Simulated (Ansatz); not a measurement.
```csv
atom,x (Å),y (Å),z (Å)
C,0.5098,-1.1155,-0.9826
B,0.6598,0.1702,-1.3877
Br,-2.7819,-1.7430,-3.4581
Zn,-1.0113,-1.2923,-2.1731
H,0.6827,1.2743,-1.8236
H,0.7258,-2.0247,-0.4287
```

Geometry: r2SCAN-D4/def2-SVP.

These are results of Ansatz, isolated molecule in a Gaussian basis; Kohn-Sham density functional theory, functional PBE0, not measurements.

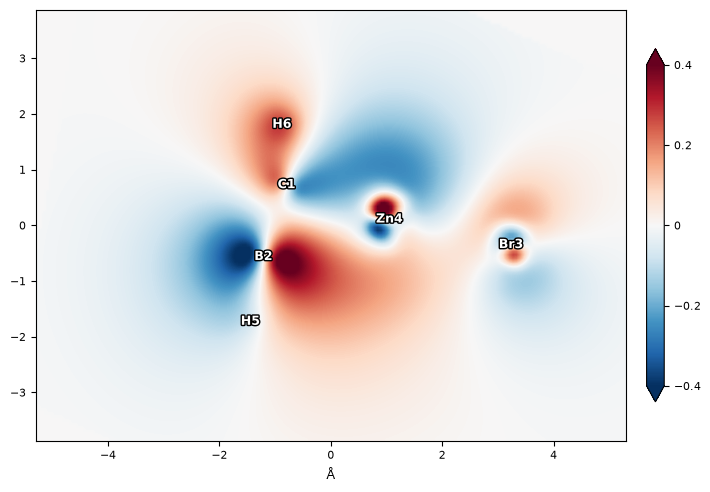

CH2BBrZn (SMILES [Br][Zn-]1[BH][CH+]1). One frontier orbital on the molecular plane (values in Å⁻³ᐟ²; the overall sign is arbitrary).

Question: Which orbital is it: HOMO or LUMO?

Answer: The LUMO, at −1.70 eV. Its weight (Hirshfeld) is mainly on Zn4 (about 40 %), B2 (about 35 %), C1 (about 10 %) and Br3 (about 5 %); it is symmetric in the molecular plane (an in-plane orbital: σ, lone-pair or in-plane π type).
